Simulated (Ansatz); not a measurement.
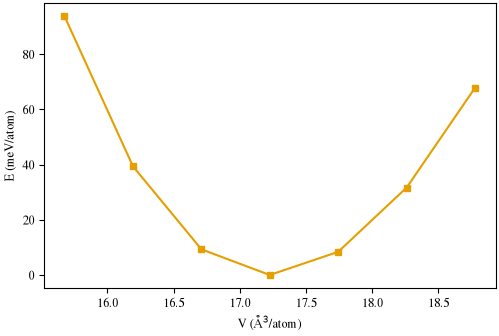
*ZrRh (CsCl type, Pm-3m) under volume change, DFT-PBEsol in the program Ansatz with PAW potentials, scaled uniformly.*

What does a third-order Birch–Murnaghan fit give for V₀, B₀ and B′?

V₀ = 17.23 Å³/atom, B₀ = 182 GPa, B′ = 4.3.

The workflow started from an entry of the Crystallography Open Database (COD), which files this formula under 2 space groups. Its standing as an ambient phase is unchecked. Symmetry was held in the PBEsol relaxation; whether a distortion lowers the energy is not shown. No spin polarisation was allowed.

Potentials: the later of the program's two PAW sets.
